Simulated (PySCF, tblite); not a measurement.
# C₆H₁₆BNS: geometry, infrared bands and NMR shifts

Aim: predict the infrared bands and NMR shifts of C₆H₁₆BNS (`CS[C@@H]1[BH2-][N+](C)(C)CC1`).

Computed with tblite 0.8.0 and PySCF 2.14.0, with density-fitted response routines of our own, on a single molecule in the gas phase. Atoms count from 0, in the outputs and in this text.

### 1 The starting structure

25 atoms, charge 0, multiplicity 1; geometry from: force field or distance geometry start.

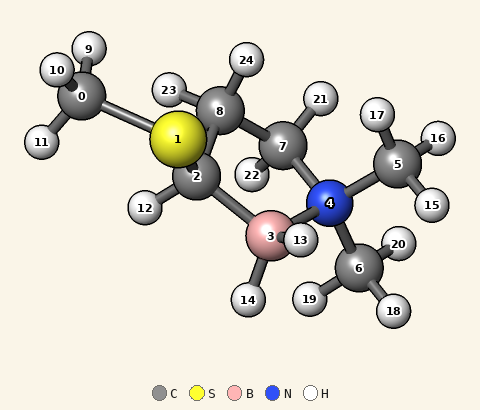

The starting geometry (carbon grey, sulfur yellow, boron pink, nitrogen blue, hydrogen white), atoms numbered.

### 2 Optimising the geometry with GFN2-xTB

What the job is given:

```
{"job": {"kind": "relax", "xc": "GFN2-xTB", "basis": "xTB"}, "charge": 0, "multiplicity": 1}
C      3.620900     1.058700     0.502300
S      2.035700     1.731100    -0.144100
C      1.165100     0.118800    -0.128800
B     -0.230800     0.231900    -0.941600
N     -1.344800    -0.279300     0.046700
C     -2.120200     0.867500     0.575300
C     -2.268900    -1.209200    -0.642300
C     -0.608700    -0.959200     1.134700
C      0.755500    -0.306000     1.274000
H      3.462200     0.633600     1.521200
H      4.349600     1.883300     0.565200
H      4.000500     0.277900    -0.179700
H      1.776300    -0.664100    -0.596100
H     -0.434300     1.340100    -1.309400
H     -0.162200    -0.452600    -1.907800
H     -2.645700     1.414700    -0.224700
H     -2.883500     0.525800     1.307400
H     -1.454600     1.587100     1.104300
H     -2.810100    -0.701400    -1.463500
H     -1.721400    -2.083400    -1.061100
H     -3.028800    -1.598200     0.082300
H     -1.168800    -0.930300     2.098300
H     -0.438400    -2.031700     0.900700
H      1.484700    -1.015100     1.707900
H      0.659900     0.584300     1.947000
```

The run is started by

```
> OMP_NUM_THREADS=1 python probes_run.py task.json out
```

The driver reads the jobs from task.json and runs them one after another.

The program printed:

```text
step      E/eV     max force
  0    -773.01884    1.633
  1    -773.17548    0.859
  2    -773.25984    0.461
  3    -773.28924    0.341
  4    -773.31709    0.316
  5    -773.32893    0.262
  6    -773.33808    0.198
  7    -773.34406    0.194
  8    -773.34943    0.194
  9    -773.35330    0.177
 10    -773.35617    0.112
 11    -773.35845    0.116
 12    -773.36076    0.097
 13    -773.36343    0.113
 14    -773.36666    0.153
 15    -773.37043    0.200
 16    -773.37418    0.156
 17    -773.37717    0.103
 18    -773.37941    0.083
 19    -773.38133    0.100
 20    -773.38330    0.122
 21    -773.38544    0.147
 22    -773.38738    0.109
 23    -773.38880    0.079
 24    -773.38985    0.080
 25    -773.39087    0.085
 26    -773.39205    0.083
 27    -773.39344    0.089
 28    -773.39493    0.095
 29    -773.39656    0.135
 30    -773.39840    0.169
 31    -773.40017    0.133
 32    -773.40135    0.058
 33    -773.40193    0.051
 34    -773.40229    0.056
 35    -773.40266    0.051
 36    -773.40306    0.052
 37    -773.40341    0.054
 38    -773.40373    0.054
 39    -773.40410    0.054
 40    -773.40455    0.075
 41    -773.40500    0.064
 42    -773.40537    0.042
 43    -773.40570    0.041
 44    -773.40611    0.060
 45    -773.40660    0.077
 46    -773.40710    0.061
 47    -773.40751    0.049
 48    -773.40791    0.050
 49    -773.40841    0.066
 50    -773.40906    0.075
 51    -773.40981    0.055
 52    -773.41057    0.049
 53    -773.41140    0.065
 54    -773.41249    0.097
 55    -773.41394    0.102
 56    -773.41556    0.090
 57    -773.41706    0.077
 58    -773.41840    0.076
 59    -773.41982    0.086
 60    -773.42162    0.117
 61    -773.42381    0.109
 62    -773.42611    0.102
 63    -773.42791    0.126
 64    -773.42941    0.118
 65    -773.43131    0.099
 66    -773.43381    0.091
 67    -773.43628    0.126
 68    -773.44000    0.145
 69    -773.44299    0.132
 70    -773.44572    0.099
 71    -773.44758    0.081
 72    -773.44897    0.088
 73    -773.45048    0.081
 74    -773.45225    0.090
 75    -773.45410    0.095
 76    -773.45579    0.107
 77    -773.45746    0.081
 78    -773.45911    0.077
 79    -773.46087    0.094
 80    -773.46283    0.099
 81    -773.46501    0.113
 82    -773.46703    0.098
 83    -773.46876    0.096
 84    -773.47024    0.101
 85    -773.47179    0.073
 86    -773.47313    0.063
 87    -773.47410    0.063
 88    -773.47476    0.053
 89    -773.47529    0.041
 90    -773.47582    0.047
 91    -773.47635    0.053
 92    -773.47682    0.044
 93    -773.47721    0.038
 94    -773.47755    0.040
 95    -773.47792    0.044
 96    -773.47836    0.051
 97    -773.47885    0.044
 98    -773.47935    0.046
 99    -773.47984    0.060
100    -773.48033    0.061
101    -773.48071    0.033
102    -773.48094    0.023
103    -773.48108    0.024
104    -773.48123    0.030
105    -773.48139    0.026
106    -773.48155    0.022
107    -773.48168    0.020
108    -773.48180    0.025
109    -773.48194    0.029
110    -773.48208    0.023
111    -773.48219    0.020
112    -773.48228    0.021
113    -773.48237    0.022
114    -773.48249    0.026
115    -773.48263    0.028
116    -773.48275    0.026
117    -773.48285    0.020
118    -773.48292    0.017
119    -773.48298    0.016
120    -773.48304    0.023
121    -773.48310    0.022
122    -773.48315    0.016
123    -773.48321    0.016
124    -773.48325    0.014
125    -773.48330    0.018
126    -773.48334    0.015
127    -773.48339    0.015
128    -773.48344    0.014
129    -773.48349    0.017
130    -773.48352    0.014
131    -773.48354    0.013
132    -773.48356    0.013
133    -773.48358    0.011
134    -773.48360    0.012
135    -773.48361    0.009
```

Run time: 3.8 s. Hardware: 1 thread of Intel Xeon at 2.50GHz, shared host; peak memory 0.18 GiB.

The steps of the relaxation: (not every step is listed)

```csv
step,energy from step 0 (eV),largest force (eV/Å)
0,0.0000,1.6332
1,-0.1566,0.8586
2,-0.2410,0.4615
3,-0.2704,0.3410
4,-0.2983,0.3157
5,-0.3101,0.2621
6,-0.3192,0.1983
7,-0.3252,0.1935
8,-0.3306,0.1937
20,-0.3645,0.1222
32,-0.3825,0.0577
44,-0.3873,0.0603
56,-0.3967,0.0902
68,-0.4212,0.1451
80,-0.4440,0.0994
92,-0.4580,0.0445
104,-0.4624,0.0301
116,-0.4639,0.0262
128,-0.4646,0.0141
130,-0.4647,0.0136
131,-0.4647,0.0132
132,-0.4647,0.0126
133,-0.4647,0.0114
134,-0.4648,0.0124
135,-0.4648,0.0094
```

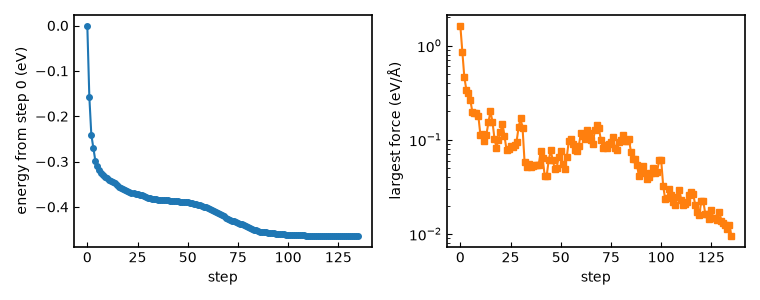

Energy and force, step by step.

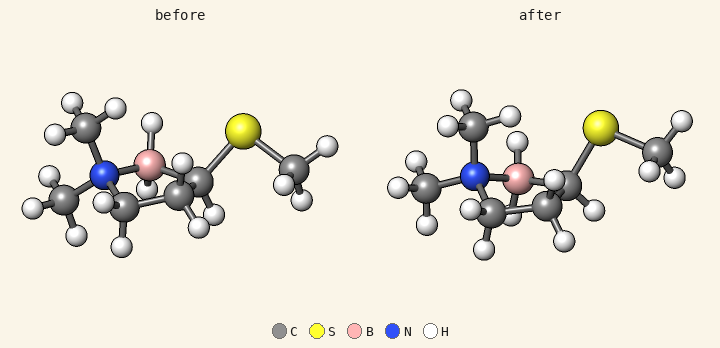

Before and after, at one scale.

Distances of close pairs at the start and the end, largest changes first:

```csv
bond,before (Å),after (Å),change (Å)
B3–N4,1.575,1.638,+0.063
C0–H9,1.115,1.087,-0.028
C8–H24,1.120,1.092,-0.028
C5–H17,1.114,1.086,-0.027
C6–H20,1.120,1.094,-0.026
C6–H19,1.113,1.088,-0.025
N4–C6,1.481,1.458,-0.023
C0–S1,1.839,1.819,-0.021
```

The next job starts from the end point, and lists it.

### 3 Harmonic vibrations with GFN2-xTB

What the job is given:

```
{"job": {"kind": "ir", "xc": "GFN2-xTB", "basis": "xTB"}, "charge": 0, "multiplicity": 1}
C      3.358376     1.453609     0.721362
S      1.706970     1.719564     0.007678
C      1.162065    -0.019301    -0.205888
B     -0.166925    -0.172313    -1.153806
N     -1.312967    -0.331528     0.005054
C     -1.651044     0.974789     0.566665
C     -2.528368    -0.969807    -0.485508
C     -0.639751    -1.164923     1.009115
C      0.786443    -0.632603     1.154842
H      3.276337     0.941859     1.676959
H      3.805363     2.431882     0.863018
H      3.956008     0.868018     0.027211
H      2.031932    -0.517613    -0.634108
H     -0.429466     0.767321    -1.825908
H     -0.143303    -1.201562    -1.754621
H     -2.142840     1.575308    -0.194854
H     -2.316135     0.868388     1.428052
H     -0.743886     1.494201     0.862848
H     -2.964851    -0.353240    -1.268538
H     -2.287962    -1.941315    -0.911868
H     -3.257104    -1.099209     0.319752
H     -1.191375    -1.163866     1.955842
H     -0.608164    -2.184936     0.622317
H      1.460322    -1.441850     1.440222
H      0.829389     0.123271     1.942199
```

The program printed:

```text
mode    cm-1     km/mol
  1      64.3      4.53
  2      76.7      6.61
  3     135.7      0.19
  4     155.5      0.82
  5     195.7      0.92
  6     216.7      0.01
  7     232.0      0.28
  8     265.2      0.27
  9     303.9      0.93
 10     342.7      2.95
 11     364.7      2.87
 12     421.4      0.57
 13     433.9      0.76
 14     550.1      2.38
 15     570.1      5.36
 16     650.2      3.44
 17     670.9     21.02
 18     723.2     14.41
 19     809.6     14.00
 20     861.7      7.05
 21     872.4     13.40
 22     926.2      9.31
 23     940.7      1.27
 24     942.1     18.47
 25     951.0      3.35
 26     990.5      8.91
 27    1031.2      4.57
 28    1035.5      7.87
 29    1050.3      7.72
 30    1075.5    116.93
 31    1085.6      7.92
 32    1095.0     18.15
 33    1143.2     34.86
 34    1151.2      2.92
 35    1187.9      1.89
 36    1228.2      9.54
 37    1239.8     60.48
 38    1248.7     18.08
 39    1257.2      2.14
 40    1268.9      3.64
 41    1310.3      5.23
 42    1317.8      1.61
 43    1338.5      3.40
 44    1408.7      2.31
 45    1426.5      8.44
 46    1457.3      6.36
 47    1458.1      0.73
 48    1460.1      3.33
 49    1470.3      2.63
 50    1475.5      4.56
 51    1480.7      7.81
 52    1490.1     14.10
 53    1500.4      2.79
 54    2447.8    232.97
 55    2519.6    152.71
 56    2924.0     46.23
 57    2958.4      5.44
 58    2959.1     10.28
 59    2963.0     72.59
 60    2968.8     72.10
 61    2983.5     24.40
 62    2989.6     50.63
 63    3012.2     15.31
 64    3012.5     17.93
 65    3034.3      9.83
 66    3039.8     13.31
 67    3044.5     13.61
 68    3054.5      9.42
 69    3058.6     10.55
```

Wall time 3.9 s (1 thread of Intel Xeon at 2.50GHz, shared host); peak memory 0.18 GiB.

The strongest bands and the atoms that carry them (share of the mass-weighted mode):

```csv
cm⁻¹,km/mol,atoms
1076,116.9,"H14 29 %, H13 19 %, B3 15 %"
1240,60.5,"H13 40 %, H14 38 %"
2448,233.0,H14 92 %
2520,152.7,H13 92 %
2924,46.2,H21 91 %
2963,72.6,"H16 71 %, H20 20 %"
2969,72.1,"H12 55 %, H24 32 %"
2990,50.6,"H22 64 %, H23 26 %"
```

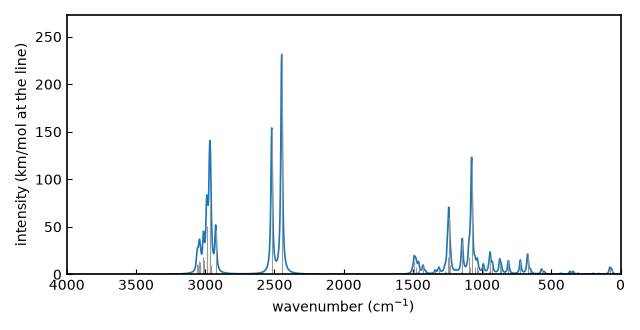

The infrared spectrum from these modes, unscaled. Lines are broadened to a width of 14 cm⁻¹ (Lorentzian).

### 4 Nuclear shieldings: PBE0/pcSseg-1

The job, as its differences from that of step 3:

```diff
@@ -1,2 +1,2 @@
-{"job": {"kind": "ir", "xc": "GFN2-xTB", "basis": "xTB"}, "charge": 0, "multiplicity": 1}
+{"job": {"kind": "nmr", "xc": "PBE0", "basis": "pcSseg-1"}, "charge": 0, "multiplicity": 1}
 C      3.358376     1.453609     0.721362
```

Method: GIAO PBE0/pcSseg-1 NMR shielding, non-relativistic, gas phase.

The program printed:

```text
coarse grid: 20208 points
cycle   1  E = -715.3519987956  dE =  9.633e-01  |g| = 4.798e-01  |ddm| = 4.301e+00
cycle   2  E = -715.3521278119  dE = -1.290e-04  |g| = 5.199e-01  |ddm| = 1.171e+00
cycle   3  E = -715.4186591122  dE = -6.653e-02  |g| = 7.932e-02  |ddm| = 5.784e-01
cycle   4  E = -715.4199047745  dE = -1.246e-03  |g| = 3.332e-02  |ddm| = 1.110e-01
cycle   5  E = -715.4201781199  dE = -2.733e-04  |g| = 4.551e-03  |ddm| = 3.546e-02
cycle   6  E = -715.4201822213  dE = -4.101e-06  |g| = 2.176e-03  |ddm| = 6.306e-03
final grid: 187152 points
cycle   7  E = -715.4749005254  dE = -7.914e-05  |g| = 1.192e-02  |ddm| = 4.884e-02
cycle   8  E = -715.4748840054  dE =  1.652e-05  |g| = 1.442e-02  |ddm| = 2.276e-02
cycle   9  E = -715.4749361435  dE = -5.214e-05  |g| = 1.107e-03  |ddm| = 1.355e-02
cycle  10  E = -715.4749364334  dE = -2.899e-07  |g| = 3.064e-04  |ddm| = 1.487e-03
cycle  11  E = -715.4749364536  dE = -2.017e-08  |g| = 9.183e-05  |ddm| = 3.226e-04
cycle  12  E = -715.4749364556  dE = -1.980e-09  |g| = 3.410e-05  |ddm| = 1.447e-04
cycle  13  E = -715.4749364559  dE = -2.992e-10  |g| = 4.999e-06  |ddm| = 4.181e-05
converged SCF energy = -715.4749364559

GIAO shielding tensors (ppm)
atom      isotropic    diamagn.    paramagn.     s11        s22        s33       span
  0 C      163.025     252.062     -89.037    140.537    162.510    186.027     45.490
  1 S      459.519    1058.603    -599.084    283.323    411.641    683.593    400.270
  2 C      144.972     253.146    -108.173    129.336    146.082    159.499     30.162
  3 B      108.509     189.503     -80.995     87.763    101.439    136.324     48.561
  4 N      200.531     322.321    -121.789    179.876    197.118    224.600     44.724
  5 C      136.054     249.771    -113.717    103.828    122.806    181.527     77.699
  6 C      135.045     244.205    -109.160    100.900    119.174    185.062     84.163
  7 C      120.530     251.337    -130.806     79.951    114.577    167.063     87.113
  8 C      145.450     250.481    -105.031    112.697    144.010    179.644     66.947
  9 H       29.432      31.221      -1.789     23.898     28.799     35.598     11.700
 10 H       29.825      28.962       0.863     24.592     26.480     38.402     13.810
 11 H       29.679      30.517      -0.839     24.968     27.373     36.695     11.727
 12 H       29.417      35.216      -5.799     24.353     29.271     34.627     10.274
 13 H       29.539      32.884      -3.345     25.208     30.379     33.031      7.822
 14 H       29.339      33.381      -4.043     24.642     30.278     33.096      8.454
 15 H       29.228      31.187      -1.959     25.895     26.419     35.369      9.474
 16 H       29.895      31.061      -1.166     26.135     26.987     36.562     10.428
 17 H       27.527      31.173      -3.646     20.931     28.974     32.677     11.745
 18 H       28.850      28.673       0.177     24.731     26.062     35.757     11.026
 19 H       29.119      29.244      -0.124     24.691     26.727     35.940     11.249
 20 H       29.349      28.248       1.102     25.386     26.316     36.347     10.961
 21 H       29.092      32.340      -3.248     24.514     27.954     34.808     10.293
 22 H       28.827      33.073      -4.247     23.386     28.629     34.466     11.080
 23 H       28.882      32.340      -3.458     24.029     27.867     34.752     10.723
 24 H       29.528      33.182      -3.654     25.022     29.965     33.596      8.574
```

Wall time 3.2 min (1 thread of Intel Xeon at 2.50GHz, shared host); peak memory 1.1 GiB.

Shifts follow as δ = σ(reference) − σ, with reference shieldings (ppm) from runs at the same level and on the same kind of geometry: 1H TMS 31.72, 13C TMS 186.9, 15N NH3 267.7, 11B BF3·OEt2 100.1, 33S CS2 504. The references are single molecules in the gas phase, so shifts against H2O, NH3, PH3, H3PO4 or CFCl3 are not on the usual liquid scales and can be off by tens of ppm. Atoms listed in one row are averaged.

```csv
atoms,environment,σ (ppm),δ (ppm),δ scaled to CDCl3
C7,sp3 CH2 bonded to N,120.5,66.4,62.9
C6,methyl carbon bonded to N,135.0,51.9,48.7
C5,methyl carbon bonded to N,136.1,50.9,47.7
C2,sp3 CH bonded to B and S,145.0,42.0,34.6
C8,sp3 CH2 in a ring,145.4,41.5,38.6
C0,methyl carbon bonded to S,163.0,23.9,17.0
H22,hydrogen on an sp3 CH2 bonded to N,28.83,2.89,2.83
H23,hydrogen on an sp3 CH2 in a ring,28.88,2.83,2.78
"H15, H16, H17",hydrogen on a methyl carbon bonded to N,28.88,2.83,2.78
H21,hydrogen on an sp3 CH2 bonded to N,29.09,2.63,2.58
"H18, H19, H20",hydrogen on a methyl carbon bonded to N,29.11,2.61,2.57
H14,"hydrogen on a boron bonded to C, N, in a 5-membered ring",29.34,2.38,–
H12,hydrogen on an sp3 CH bonded to B and S,29.42,2.30,2.27
H24,hydrogen on an sp3 CH2 in a ring,29.53,2.19,2.17
H13,"hydrogen on a boron bonded to C, N, in a 5-membered ring",29.54,2.18,–
"H9, H10, H11",hydrogen on a methyl carbon bonded to S,29.65,2.07,2.06
S1,sulfide sulfur,460,44,–
B3,"boron bonded to C, N, 2 H, in a 5-membered ring",108.5,-8.4,–
N4,donor nitrogen of a Lewis adduct,200.5,67.2,–
```

The scaled column applies a straight-line fit of computed shieldings to shifts measured in CDCl3, with any fitted terms for Cl, Br or S neighbours (root-mean-square error 0.16 ppm for H, 1.9 ppm for C).

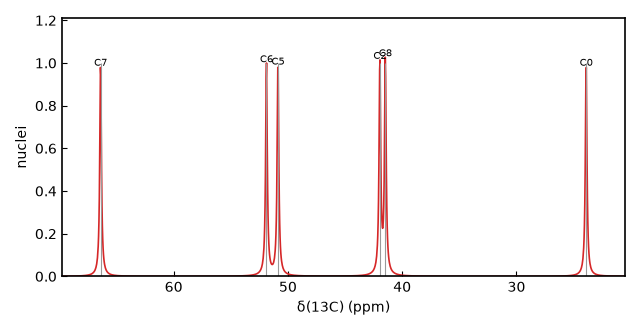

13C lines at the computed shifts, without couplings. Lines are broadened to a width of 0.17 ppm (Lorentzian).

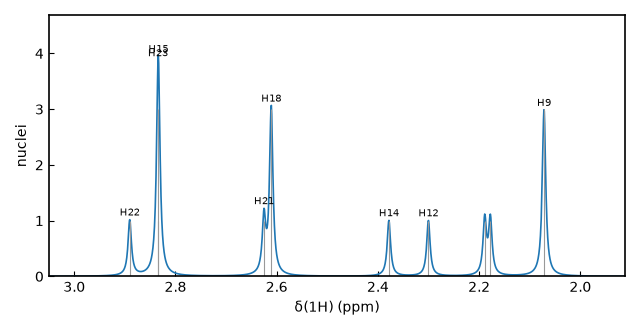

1H lines at the computed shifts, without couplings. Lines are broadened to a width of 0.01 ppm (Lorentzian).

Charges from the same density, by scheme (e):

```csv
atoms,Mulliken,IAO,Hirshfeld,ESP fit
C0,-0.37,-0.51,-0.13,-0.43
S1,-0.06,0.05,-0.02,-0.24
C2,-0.55,-0.30,-0.10,-0.06
B3,0.13,-0.23,-0.05,-0.17
N4,-0.68,-0.01,0.04,0.38
C5,-0.09,-0.31,-0.05,-0.31
C6,-0.06,-0.30,-0.05,-0.55
C7,-0.03,-0.15,-0.01,-0.30
C8,-0.16,-0.27,-0.08,-0.14
```

Mulliken charges:

C0 -0.37; S1 -0.06; C2 -0.55; B3 0.13; N4 -0.68; C5 -0.09; C6 -0.06; C7 -0.03; C8 -0.16; H9 0.13; H10 0.14; H11 0.14; H12 0.15; H13 -0.02; H14 -0.02; H15 0.14; H16 0.11; H17 0.17; H18 0.14; H19 0.14; H20 0.11; H21 0.12; H22 0.14; H23 0.13; H24 0.13

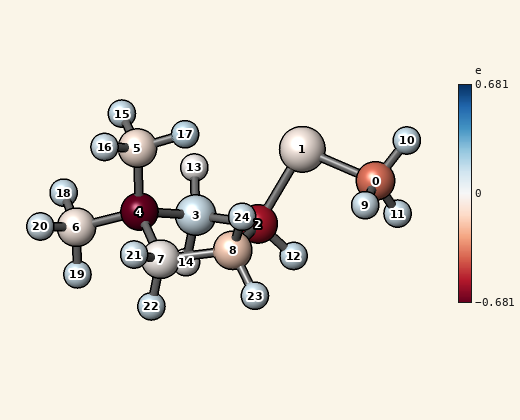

Mulliken charges, as colours on the atoms.

Mayer bond orders: C0–S1 1.00, S1–C2 1.01, C2–B3 0.81, B3–N4 0.57, N4–C5 0.91, N4–C6 0.92, N4–C7 0.88, C7–C8 1.06, C8–C2 0.96.

Ring of atoms C2, B3, N4, C7, C8: NICS(0) -5.3, NICS(1) -3.2, NICS(1)zz -3.5 ppm (means of both faces).

Orbitals, density, ELF and potential are computed afterwards from the orbital file.

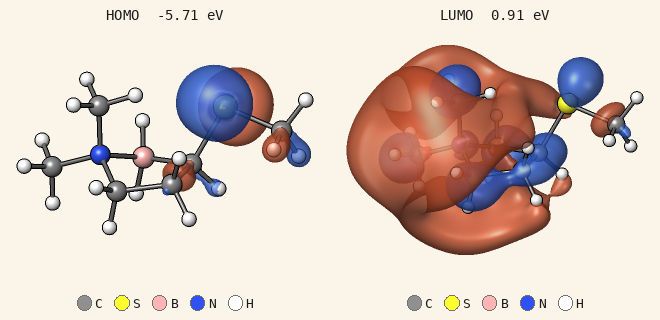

PBE0/pcSseg-1 orbitals near the gap, drawn at the value that encloses 70 % of each; the two colours are the two signs.

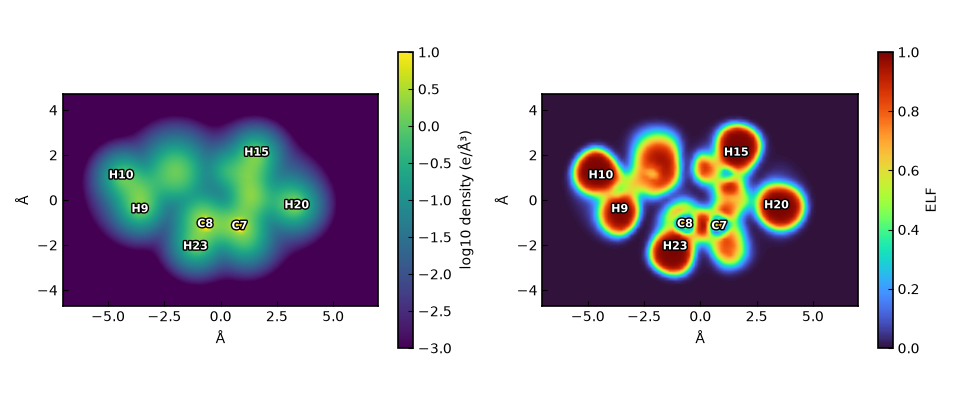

Density (left) and ELF (right) in a plane through or near 7 of the atoms.

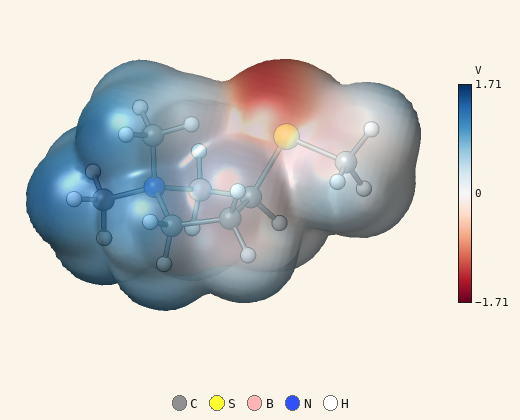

The potential that a unit positive charge feels on the 0.002 e/bohr³ surface, from the 1st to the 99th percentile, from -1.71 V near S1 to 1.23 V near H20.

### 5 Results

| quantity | value |
| --- | --- |
| strongest single infrared mode (GFN2-xTB) | 2448 cm⁻¹, 233 km/mol |
| zero-point energy (GFN2-xTB) | 136.3 kcal/mol |
| 13C shifts against TMS (PBE0/pcSseg-1) | 66.4, 51.9, 50.9, 42.0, 41.5, 23.9 ppm |
| 1H shifts against TMS (PBE0/pcSseg-1, means over atoms taken as alike) | 2.89, 2.83, 2.83, 2.63, 2.61, 2.38, 2.30, 2.19, 2.18, 2.07 ppm |
| 33S shifts against CS2 (PBE0/pcSseg-1) | 44 ppm |
| 11B shifts against BF3·OEt2 (PBE0/pcSseg-1) | -8.4 ppm |
| 15N shifts against NH3 (PBE0/pcSseg-1) | 67.2 ppm |
| surface potential, 1st and 99th percentile | -1.71 V and 1.23 V |

What this shows: The optimisation took 135 steps and gained 0.465 eV; among the close pairs (by a distance rule), B3–N4 changed most, from 1.575 to 1.638 Å. No mode is imaginary among the 69: a minimum at this level. The strongest single mode, at 2448 cm⁻¹, moves mainly H14. Unscaled tight-binding wavenumbers are off by several per cent, some by more. Its intensities can rank the bands wrongly. At PBE0/pcSseg-1: The widest tensor belongs to S1: span 400 ppm, with a paramagnetic part of -599 ppm.
